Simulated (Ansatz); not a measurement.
```
atom    x (Å)    y (Å)    z (Å)
  Si  -0.0493  -0.0356  -0.0263
   H  -0.0942   0.0253   1.4419
  Cl   1.9888  -0.0788  -0.5229
   H  -0.5836   1.1636  -0.6879
   N  -0.9264  -1.4029  -0.5494
   H  -0.8899  -2.2750  -0.0538
   H  -1.1958  -1.5262  -1.5085
```

All numbers below come from RKS BHLYP-D4/def2-SVPD (Ansatz 0.2.0).

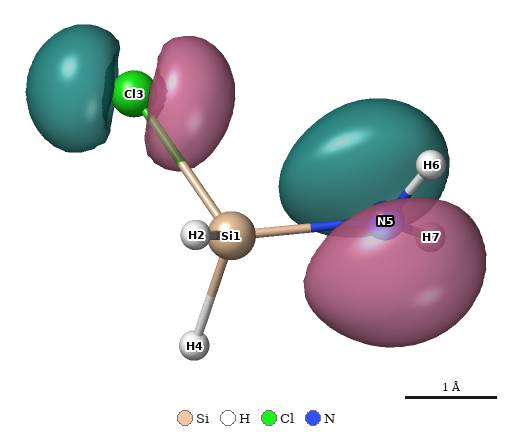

ClH4NSi. The HOMO at ±0.15 Å⁻³ᐟ² (teal and pink are the two phases), seen from one side.

Question: Describe this orbital and give its energy.

Answer: By Hirshfeld shares it lies mainly on N5 (about 60 %) and Cl3 (about 20 %). Its energy is −9.40 eV.
